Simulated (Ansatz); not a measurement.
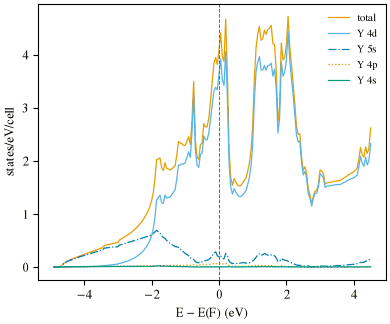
Figure: Total and projected density of states of Y (hcp (Mg type), space group No. 194), DFT-PBE+D3(BJ) in the program Ansatz with PAW potentials

Task: Which orbitals carry the states next to the Fermi level?

Result: Within 0.5 eV of the Fermi level: Y 4d 89 %, Y 5s 5 %. Projections are on Löwdin-orthogonalised atomic valence shells; empty p or d shells of many metals are not among them.

Space group P6_3/mmc (hcp (Mg type)). The cell was relaxed with PBE+D3(BJ) under the symmetry of its start. The run is not spin-polarised. The pairwise dispersion correction was not fitted to metals. Scalar-relativistic: spin–orbit coupling is off unless named, which matters more the heavier the elements.

Potentials: the earlier of the program's two PAW sets.
